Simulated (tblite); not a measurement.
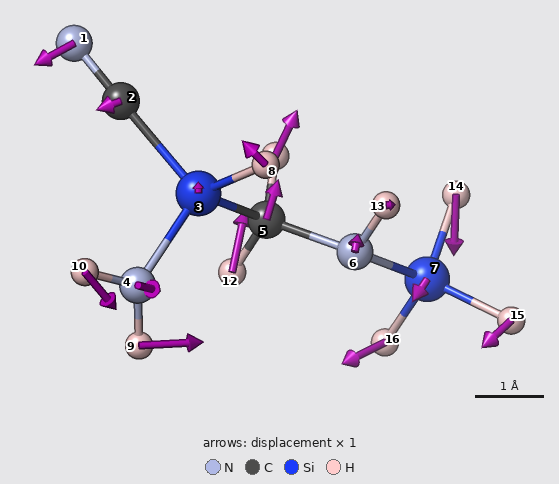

This is a relaxation of C2H9N3Si2. The starting structure is drawn; purple arrows show the displacements, at their true length. The two geometries are superimposed by the best rigid fit.

A ball-and-stick model, seen from a free direction.

These are results of tblite 0.8.0, GFN2-xTB geometry optimisation, gas phase, not measurements. 

Question: Which element moves most?

Answer: Hydrogen: up to 0.99 Å, against 0.72 Å for nitrogen.

Question: Describe the change and its energy.

Answer: An H atom moves most after the best rigid fit: 0.99 Å. Largest moves by element: H 0.99 Å, N 0.72 Å, C 0.63 Å, Si 0.43 Å. Near-neighbour distances that change, for instance: N–Si 1.778 → 1.717 Å, H–N 1.052 → 1.008 Å, C–Si 1.869 → 1.905 Å, C–Si 1.835 → 1.870 Å. Among the angles between lasting bonds that change: C–N–Si 112.4° → 124.1°, N–Si–H 108.2° → 117.8°, N–Si–C 114.7° → 106.0°. Groups turn about C–Si by about 25°. Over 120 geometry steps the energy falls by 0.485 eV. The run took 1.5 s on 1 thread of Arm Neoverse N1 (shared host).
